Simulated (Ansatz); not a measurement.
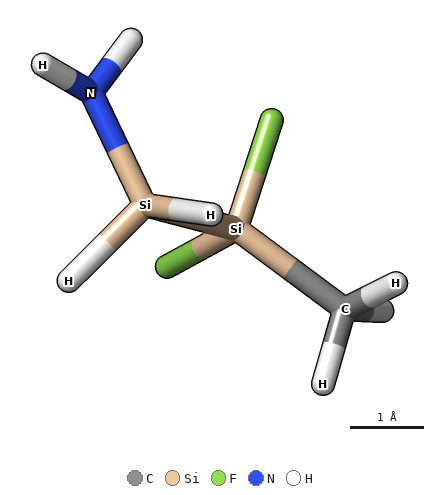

Fig. 1: The structure as given in the input (stick view, seen at a tilt). Bond lengths as drawn: C–H 1.10 Å, C–Si 1.86 Å, F–Si 1.63 to 1.64 Å, H–N 1.02 Å, H–Si 1.49 to 1.50 Å, N–Si 1.73 Å and Si–Si 2.35 Å.

## Nudged elastic band of CH7F2NSi2

System: CH7F2NSi2.
Method: RKS B3LYP-D4/def2-SVP (Ansatz 0.2.0).

It belongs to a series of runs on one base structure; here: band between the two ends.

## Input file
```yaml
crystal:
  periodic: [false, false, false]
  atoms:
    - { symbol: C, position_ang: [0.302189, -2.311081, 0.05057] }
    - { symbol: Si, position_ang: [-0.518775, -0.688751, -0.341762] }
    - { symbol: F, position_ang: [-2.122251, -0.860816, -0.112747] }
    - { symbol: F, position_ang: [-0.336219, -0.382855, -1.93859] }
    - { symbol: Si, position_ang: [0.250351, 1.250474, 0.735346] }
    - { symbol: "N", position_ang: [-0.172072, 2.520491, -0.36704] }
    - { symbol: H, position_ang: [-0.129353, -3.121771, -0.558968] }
    - { symbol: H, position_ang: [0.16451, -2.56968, 1.113133] }
    - { symbol: H, position_ang: [1.383938, -2.260898, -0.152816] }
    - { symbol: H, position_ang: [1.712195, 1.074057, 1.043928] }
    - { symbol: H, position_ang: [-0.426636, 1.46709, 2.047647] }
    - { symbol: H, position_ang: [-0.069766, 2.350938, -1.363321] }
    - { symbol: H, position_ang: [-0.017613, 3.498102, -0.14068] }
basis:
  gaussian: { orbitals: def2-SVP }
hamiltonian:
  xc: b3lyp
  dispersion: d4
neb:
  order_check: false
  images: 5
  f_tol: 0.05
  max_iterations: 60
  final_atoms:
    - { symbol: C, position_ang: [-0.27954889, -2.04455307, 0.35303872] }
    - { symbol: Si, position_ang: [0.22399569, -0.72213193, -0.8538142] }
    - { symbol: F, position_ang: [-1.04035955, -0.4378068, -1.8511082] }
    - { symbol: F, position_ang: [1.41997533, -1.29442654, -1.80106399] }
    - { symbol: Si, position_ang: [0.77469126, 1.35432672, 0.08215472] }
    - { symbol: "N", position_ang: [-0.76403272, 1.93915652, 0.65743031] }
    - { symbol: H, position_ang: [-0.65574595, -2.93651978, -0.1736947] }
    - { symbol: H, position_ang: [-1.07652449, -1.66364687, 1.01181615] }
    - { symbol: H, position_ang: [0.57268509, -2.34479066, 0.98359154] }
    - { symbol: H, position_ang: [1.50461879, 2.20648439, -0.91420326] }
    - { symbol: H, position_ang: [1.67693993, 1.19146827, 1.26064124] }
    - { symbol: H, position_ang: [-1.53631671, 1.96347915, -0.00413532] }
    - { symbol: H, position_ang: [-0.79987978, 2.75426061, 1.26404699] }
  initial_path:
    images:
      - { positions_ang: [[0.302189, -2.311081, 0.05057], [-0.518775, -0.688751, -0.341762], [-2.122251, -0.860816, -0.112747], [-0.336219, -0.382855, -1.93859], [0.250351, 1.250474, 0.735346], [-0.172072, 2.520491, -0.36704], [-0.129353, -3.121771, -0.558968], [0.16451, -2.56968, 1.113133], [1.383938, -2.260898, -0.152816], [1.712195, 1.074057, 1.043928], [-0.426636, 1.46709, 2.047647], [-0.069766, 2.350938, -1.363321], [-0.017613, 3.498102, -0.14068]] }
      - { positions_ang: [[0.1997776, -2.29256169, 0.16382669], [-0.42211541, -0.72605334, -0.50174648], [-2.01033951, -0.81133068, -0.50925911], [0.02805027, -0.61861212, -1.98904529], [0.32482425, 1.22352139, 0.56006171], [-0.33411949, 2.49979958, -0.12493412], [-0.1939089, -3.13092614, -0.40424742], [-0.09394555, -2.39801937, 1.16144522], [1.25396783, -2.27451301, 0.13777372], [1.68333116, 1.30605257, 0.52878497], [0.03542342, 1.27980087, 1.90781884], [-0.34869297, 2.49177801, -1.09671766], [-0.10175469, 3.4163639, 0.18093893]] }
      - { positions_ang: [[0.09736619, -2.27404237, 0.27708338], [-0.32545581, -0.76335567, -0.66173096], [-1.89842802, -0.76184535, -0.90577123], [0.39231954, -0.85436924, -2.03950058], [0.3992975, 1.19656879, 0.38477743], [-0.49616698, 2.47910817, 0.11717176], [-0.25846481, -3.14008127, -0.24952684], [-0.3524011, -2.22635874, 1.20975745], [1.12399766, -2.28812801, 0.42836343], [1.65446733, 1.53804814, 0.01364195], [0.49748283, 1.09251173, 1.76799068], [-0.62761995, 2.63261802, -0.83011432], [-0.18589639, 3.3346258, 0.50255785]] }
      - { positions_ang: [[-0.00504521, -2.25552306, 0.39034008], [-0.22879622, -0.80065801, -0.82171545], [-1.78651653, -0.71236003, -1.30228334], [0.75658882, -1.09012635, -2.08995587], [0.47377075, 1.16961618, 0.20949314], [-0.65821447, 2.45841675, 0.35927764], [-0.32302071, -3.14923641, -0.09480626], [-0.61085665, -2.05469811, 1.25806967], [0.99402749, -2.30174302, 0.71895315], [1.62560349, 1.77004371, -0.50150108], [0.95954225, 0.9052226, 1.62816251], [-0.90654692, 2.77345804, -0.56351098], [-0.27003808, 3.2528877, 0.82417678]] }
      - { positions_ang: [[-0.09654644, -2.18519973, 0.37790629], [-0.07786558, -0.77448265, -0.83241503], [-1.53779754, -0.62084229, -1.48522496], [0.97771766, -1.15822642, -1.99365858], [0.57407759, 1.23118636, 0.167047], [-0.69348722, 2.28533001, 0.45866186], [-0.43392912, -3.07833086, -0.1211024], [-0.76607926, -1.9243477, 1.17598517], [0.85358002, -2.31609223, 0.80716595], [1.58527526, 1.91552393, -0.63906847], [1.19867481, 1.00063782, 1.50565542], [-1.11647018, 2.50346507, -0.37705243], [-0.44665198, 3.08667867, 0.97080018]] }
      - { positions_ang: [[-0.18804767, -2.1148764, 0.36547251], [0.07306506, -0.74830729, -0.84311462], [-1.28907854, -0.52932454, -1.66816658], [1.19884649, -1.22632648, -1.89736129], [0.67438442, 1.29275654, 0.12460086], [-0.72875997, 2.11224327, 0.55804609], [-0.54483754, -3.00742532, -0.14739855], [-0.92130187, -1.79399728, 1.09390066], [0.71313255, -2.33044145, 0.89537874], [1.54494702, 2.06100416, -0.77663587], [1.43780737, 1.09605305, 1.38314833], [-1.32639345, 2.23347211, -0.19059388], [-0.62326588, 2.92046964, 1.11742359]] }
      - { positions_ang: [[-0.27954889, -2.04455307, 0.35303872], [0.22399569, -0.72213193, -0.8538142], [-1.04035955, -0.4378068, -1.8511082], [1.41997533, -1.29442654, -1.80106399], [0.77469126, 1.35432672, 0.08215472], [-0.76403272, 1.93915652, 0.65743031], [-0.65574595, -2.93651978, -0.1736947], [-1.07652449, -1.66364687, 1.01181615], [0.57268509, -2.34479066, 0.98359154], [1.50461879, 2.20648439, -0.91420326], [1.67693993, 1.19146827, 1.26064124], [-1.53631671, 1.96347915, -0.00413532], [-0.79987978, 2.75426061, 1.26404699]] }
```

Launch command:
```bash
ansatz run input.yaml --threads 2 --pin off --max-ram 3072MiB --backend cpu --events-out ev --progress --plain --runs-dir out
```

## What the program printed
```
Engine: ansatz 0.2.0, aarch64-unknown-linux-gnu
Functional definition: B3LYP
  parameter a0 = 0.2
  parameter ax = 0.72
  parameter ac = 0.81
  exchange = (1 - a0 - ax)*slater_x + ax*b88_x + a0*exact_x
  correlation = (1 - ac)*vwn_rpa_c + ac*lyp_c
1322 factors; integrals over basis functions are off by at most 5.1e-4 eV
mean field evaluation 1: about -23812.2922 eV, gradient 7.8e1 eV
mean field evaluation 2: about -23796.7845 eV, gradient 1.1e2 eV
mean field evaluation 4: about -23824.1696 eV, gradient 5.3e0 eV
mean field evaluation 8: about -23824.2452 eV, gradient 2.4e-2 eV
mean field evaluation 16: about -23824.2452 eV, gradient 1.8e-5 eV
mean field -23824.24523381 eV, -875.5248636892 hartree, gradient 1.8e-5 eV, S^2 0.000000; 0 other end points of the search recorded, 0 dependent functions left out
the calculation of the forces begins
reference -23824.24551897 eV, -875.5248741686 hartree; 33, 33 occupied and 94, 94 virtual orbitals, 1322 factors
1322 factors; integrals over basis functions are off by at most 6.2e-4 eV
mean field -23824.25831375 eV, -875.5253443679 hartree, gradient 6.4e-5 eV, S^2 0.000000; 0 other end points of the search recorded, 0 dependent functions left out
[... from here on the field's lines of each further geometry are left out, up to the last ...]
NEB iter   1: max|band force component| = 4.183e0 eV/Å  barrier→ = 1.5263 eV  barrier← = 1.5419 eV  Δτ_max = 0.2000 Å  (176 SCF iters)
NEB iter   2: max|band force component| = 2.096e0 eV/Å  barrier→ = 0.3164 eV  barrier← = 0.3320 eV  Δτ_max = 0.2000 Å  (137 SCF iters)
NEB iter   3: max|band force component| = 7.037e-1 eV/Å  barrier→ = 0.0997 eV  barrier← = 0.1153 eV  Δτ_max = 0.1200 Å  (138 SCF iters)
NEB iter   4: max|band force component| = 4.309e-1 eV/Å  barrier→ = 0.0658 eV  barrier← = 0.0814 eV  CI = image 3  Δτ_max = 0.1374 Å  (126 SCF iters)
NEB iter   5: max|band force component| = 3.794e-1 eV/Å  barrier→ = 0.0502 eV  barrier← = 0.0658 eV  CI = image 3  Δτ_max = 0.1108 Å  (122 SCF iters)
NEB iter   6: max|band force component| = 2.108e-1 eV/Å  barrier→ = 0.0405 eV  barrier← = 0.0561 eV  CI = image 3  Δτ_max = 0.0826 Å  (122 SCF iters)
NEB iter   7: max|band force component| = 1.247e-1 eV/Å  barrier→ = 0.0356 eV  barrier← = 0.0511 eV  CI = image 3  Δτ_max = 0.0889 Å  (125 SCF iters)
NEB iter   8: max|band force component| = 5.424e-2 eV/Å  barrier→ = 0.0356 eV  barrier← = 0.0512 eV  CI = image 3  Δτ_max = 0.0546 Å  (122 SCF iters)
NEB iter   9: max|band force component| = 7.326e-2 eV/Å  barrier→ = 0.0359 eV  barrier← = 0.0515 eV  CI = image 3  Δτ_max = 0.0274 Å  (120 SCF iters)
the calculation of the forces begins
reference -23824.24934359 eV, -875.5250147208 hartree; 33, 33 occupied and 94, 94 virtual orbitals, 1322 factors
1322 factors; integrals over basis functions are off by at most 5.4e-4 eV
mean field -23824.21287159 eV, -875.5236743995 hartree, gradient 6.3e-5 eV, S^2 0.000000; 1 other end points of the search recorded, 0 dependent functions left out
the calculation of the forces begins
reference -23824.21315965 eV, -875.5236849853 hartree; 33, 33 occupied and 94, 94 virtual orbitals, 1322 factors
NEB iter  10: max|band force component| = 4.865e-2 eV/Å  barrier→ = 0.0354 eV  barrier← = 0.0510 eV  CI = image 3  Δτ_max = 0.0000 Å  (248 SCF iters)
```

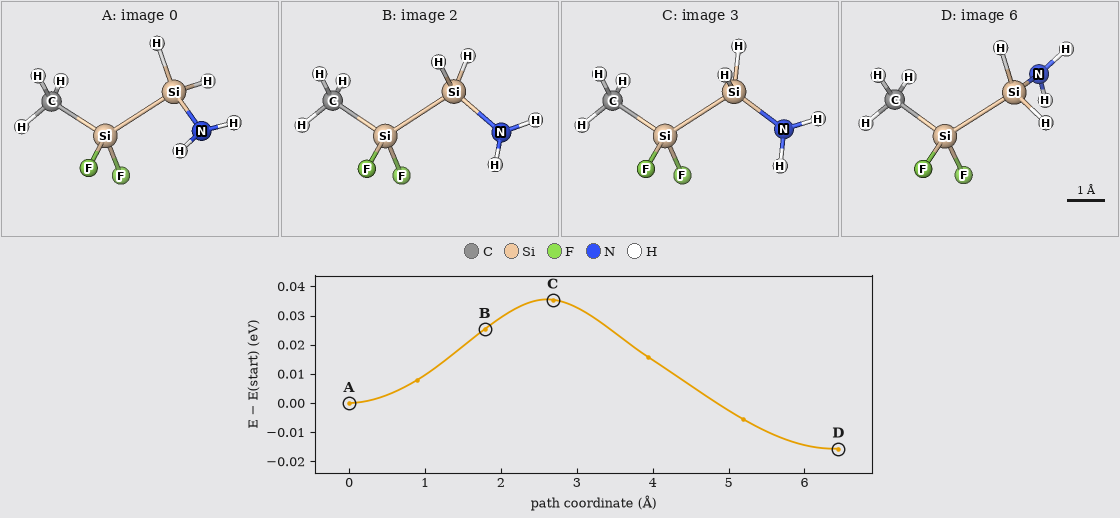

Fig. 2: Images of the last band (counted from 0; ball-and-stick, seen at a tilt) above the energy along the path; the line is a cubic interpolation that uses the forces. The highest image is number 3, 0.035 eV above the start and 0.051 eV above the end (the climbing image); the end lies 0.016 eV below the start. The path is 6.45 Å long. The band converged in 10 iterations.

```
Total energy: -23824.69068158 eV, -875.5412335928 hartree
Atom 0 at     0.082043    -2.318343     0.265416 Å, force     0.002903    -0.006432    -0.005401 eV/Å
Atom 1 at    -0.256616    -0.697791    -0.583296 Å, force     0.001433     0.009255     0.002839 eV/Å
Atom 2 at    -1.868080    -0.526043    -0.769967 Å, force    -0.001837    -0.000784     0.000118 eV/Å
Atom 3 at     0.334320    -0.778435    -2.102298 Å, force     0.004471    -0.002733     0.008177 eV/Å
Atom 4 at     0.570387     1.251106     0.442271 Å, force    -0.006246    -0.014989    -0.013760 eV/Å
Atom 5 at    -0.519765     2.531535     0.023958 Å, force    -0.013468     0.009042    -0.019705 eV/Å
Atom 6 at    -0.318937    -3.155304    -0.329719 Å, force     0.001127     0.002902     0.006698 eV/Å
Atom 7 at    -0.387442    -2.343774     1.262025 Å, force     0.002060     0.003956    -0.005096 eV/Å
Atom 8 at     1.165971    -2.474817     0.391980 Å, force    -0.008753     0.003639    -0.003248 eV/Å
Atom 9 at     2.002037     1.414116     0.018979 Å, force     0.000314     0.007901     0.006833 eV/Å
Atom 10 at     0.600848     1.068450     1.925961 Å, force     0.005971     0.003668     0.005302 eV/Å
Atom 11 at    -1.017689     2.506827    -0.860018 Å, force    -0.000500    -0.000788     0.010151 eV/Å
Atom 12 at    -0.366580     3.487775     0.329407 Å, force     0.012524    -0.014637     0.007090 eV/Å
Dipole moment:     0.137442     0.137405     0.239432 e Å
this run last wrote the band of iteration 10 to [file]
```

## The last band as extended XYZ (Å, eV, eV/Å)
```
13
Properties=species:S:1:pos:R:3:forces:R:3 image=0 energy=-23824.72581
C     0.3022   -2.3111    0.0506    0.0014  -0.0015  -0.0005
Si   -0.5188   -0.6888   -0.3418    0.0026  -0.0025   0.0002
F    -2.1223   -0.8608   -0.1127   -0.0029   0.0016   0.0009
F    -0.3362   -0.3829   -1.9386    0.0001   0.0019  -0.0008
Si    0.2504    1.2505    0.7353    0.0019   0.0001   0.0025
N    -0.1721    2.5205   -0.3670   -0.0003  -0.0028   0.0054
H    -0.1294   -3.1218   -0.5590    0.0008   0.0009   0.0011
H     0.1645   -2.5697    1.1131   -0.0001  -0.0001   0.0000
H     1.3839   -2.2609   -0.1528   -0.0008  -0.0005   0.0000
H     1.7122    1.0741    1.0439   -0.0011  -0.0018  -0.0008
H    -0.4266    1.4671    2.0476   -0.0012  -0.0012   0.0009
H    -0.0698    2.3509   -1.3633    0.0006   0.0046  -0.0033
H    -0.0176    3.4981   -0.1407   -0.0009   0.0012  -0.0056
13
Properties=species:S:1:pos:R:3:forces:R:3 image=1 energy=-23824.71797
C     0.2401   -2.3393    0.1396    0.0047  -0.0014   0.0034
Si   -0.4348   -0.7048   -0.4396   -0.0027   0.0044  -0.0109
F    -2.0604   -0.7661   -0.3478    0.0041  -0.0015   0.0096
F    -0.1004   -0.5268   -2.0297   -0.0038  -0.0015   0.0059
Si    0.3460    1.2371    0.6227   -0.0089  -0.0012   0.0019
N    -0.3136    2.5749   -0.2646    0.0083   0.0009  -0.0017
H    -0.1708   -3.1636   -0.4661    0.0014   0.0024   0.0000
H    -0.0335   -2.5179    1.1926    0.0055  -0.0006  -0.0083
H     1.3390   -2.3650    0.0606   -0.0062   0.0036  -0.0032
H     1.8456    1.1415    0.6986   -0.0053  -0.0028   0.0055
H    -0.1401    1.3050    2.0325   -0.0018   0.0043  -0.0012
H    -0.2641    2.5689   -1.2794    0.0048  -0.0025   0.0088
H    -0.2323    3.5214    0.0954   -0.0001  -0.0041  -0.0099
13
Properties=species:S:1:pos:R:3:forces:R:3 image=2 energy=-23824.70047
C     0.1704   -2.3386    0.2130    0.0042  -0.0090  -0.0005
Si   -0.3481   -0.7112   -0.5243   -0.0122   0.0196  -0.0198
F    -1.9761   -0.6685   -0.5791   -0.0019  -0.0047   0.0188
F     0.1266   -0.6654   -2.0864    0.0038  -0.0036   0.0031
Si    0.4494    1.2369    0.5190   -0.0175  -0.0141  -0.0113
N    -0.4404    2.5812   -0.1224    0.0083   0.0092   0.0154
H    -0.2230   -3.1747   -0.3882    0.0023  -0.0003   0.0010
H    -0.2190   -2.4387    1.2391    0.0052  -0.0023  -0.0004
H     1.2682   -2.4266    0.2506    0.0004   0.0042  -0.0041
H     1.9420    1.2561    0.3392    0.0001  -0.0028   0.0072
H     0.2100    1.1622    1.9914   -0.0022   0.0069   0.0039
H    -0.6118    2.6470   -1.1211    0.0152  -0.0032  -0.0037
H    -0.3278    3.5056    0.2839   -0.0058   0.0001  -0.0097
13
Properties=species:S:1:pos:R:3:forces:R:3 image=3 energy=-23824.69039
C     0.0820   -2.3183    0.2654    0.0029  -0.0064  -0.0054
Si   -0.2566   -0.6978   -0.5833    0.0014   0.0093   0.0028
F    -1.8681   -0.5260   -0.7700   -0.0018  -0.0008   0.0001
F     0.3343   -0.7784   -2.1023    0.0045  -0.0027   0.0082
Si    0.5704    1.2511    0.4423   -0.0062  -0.0150  -0.0138
N    -0.5198    2.5315    0.0240   -0.0135   0.0090  -0.0197
H    -0.3189   -3.1553   -0.3297    0.0011   0.0029   0.0067
H    -0.3874   -2.3438    1.2620    0.0021   0.0040  -0.0051
H     1.1660   -2.4748    0.3920   -0.0088   0.0036  -0.0032
H     2.0020    1.4141    0.0190    0.0003   0.0079   0.0068
H     0.6008    1.0684    1.9260    0.0060   0.0037   0.0053
H    -1.0177    2.5068   -0.8600   -0.0005  -0.0008   0.0102
H    -0.3666    3.4878    0.3294    0.0125  -0.0146   0.0071
13
Properties=species:S:1:pos:R:3:forces:R:3 image=4 energy=-23824.70996
C    -0.0464   -2.2593    0.3152   -0.0012  -0.0036  -0.0093
Si   -0.0852   -0.6782   -0.6624   -0.0237   0.0276  -0.0075
F    -1.6321   -0.3445   -1.0803   -0.0015  -0.0072   0.0025
F     0.6848   -0.9372   -2.0755    0.0179  -0.0055   0.0073
Si    0.7123    1.2932    0.3471    0.0232  -0.0480  -0.0205
N    -0.6301    2.3770    0.2106   -0.0106  -0.0284  -0.0116
H    -0.4779   -3.0876   -0.2700   -0.0023  -0.0040   0.0045
H    -0.6170   -2.1579    1.2520   -0.0054   0.0070   0.0006
H     0.9918   -2.5244    0.5734   -0.0005  -0.0024   0.0030
H     1.9798    1.7098   -0.3374    0.0037   0.0243   0.0192
H     1.0753    1.0335    1.7759    0.0113   0.0213  -0.0037
H    -1.3506    2.1773   -0.4754   -0.0193   0.0170   0.0120
H    -0.5840    3.3635    0.4414    0.0083   0.0020   0.0034
13
Properties=species:S:1:pos:R:3:forces:R:3 image=5 energy=-23824.73130
C    -0.1613   -2.1657    0.3572   -0.0014  -0.0024  -0.0045
Si    0.0663   -0.6981   -0.7621   -0.0088   0.0055  -0.0011
F    -1.3727   -0.3438   -1.4569    0.0027  -0.0013  -0.0029
F     1.0457   -1.1400   -1.9870    0.0084  -0.0013   0.0030
Si    0.7714    1.3254    0.2028    0.0097  -0.0053  -0.0039
N    -0.7321    2.1617    0.4471   -0.0190   0.0066  -0.0034
H    -0.5746   -3.0201   -0.2032   -0.0018  -0.0006   0.0029
H    -0.8500   -1.9234    1.1823   -0.0039   0.0048   0.0005
H     0.8032   -2.4721    0.7933   -0.0010   0.0002   0.0035
H     1.7921    1.9835   -0.6785   -0.0006   0.0064  -0.0026
H     1.4343    1.0964    1.5223    0.0054   0.0028  -0.0029
H    -1.4405    2.0787   -0.2773    0.0022  -0.0070   0.0019
H    -0.7611    3.0830    0.8746    0.0082  -0.0082   0.0094
13
Properties=species:S:1:pos:R:3:forces:R:3 image=6 energy=-23824.74141
C    -0.2795   -2.0446    0.3530    0.0005   0.0019   0.0008
Si    0.2240   -0.7221   -0.8538   -0.0073  -0.0027  -0.0061
F    -1.0404   -0.4378   -1.8511    0.0042  -0.0004   0.0023
F     1.4200   -1.2944   -1.8011   -0.0029   0.0015   0.0036
Si    0.7747    1.3543    0.0822    0.0009   0.0059   0.0058
N    -0.7640    1.9392    0.6574    0.0003  -0.0038  -0.0094
H    -0.6557   -2.9365   -0.1737    0.0015  -0.0008   0.0000
H    -1.0765   -1.6636    1.0118    0.0010  -0.0001  -0.0001
H     0.5727   -2.3448    0.9836   -0.0008  -0.0020  -0.0005
H     1.5046    2.2065   -0.9142    0.0001   0.0013   0.0000
H     1.6769    1.1915    1.2606   -0.0009   0.0007   0.0002
H    -1.5363    1.9635   -0.0041    0.0003   0.0003   0.0045
H    -0.7999    2.7543    1.2640    0.0032  -0.0018  -0.0010
```

## Summary

| quantity | value |
| --- | --- |
| outcome | converged |
| barrier, forward | 0.035 eV |
| barrier, backward | 0.051 eV |
| hardware | 2 threads of Arm Neoverse V1, 24 GiB of memory available, shared host |
| wall time | 3.3 min (CPU time 6.5 min) |
| peak memory | 0.32 GiB |

The order of the saddle point was not checked.
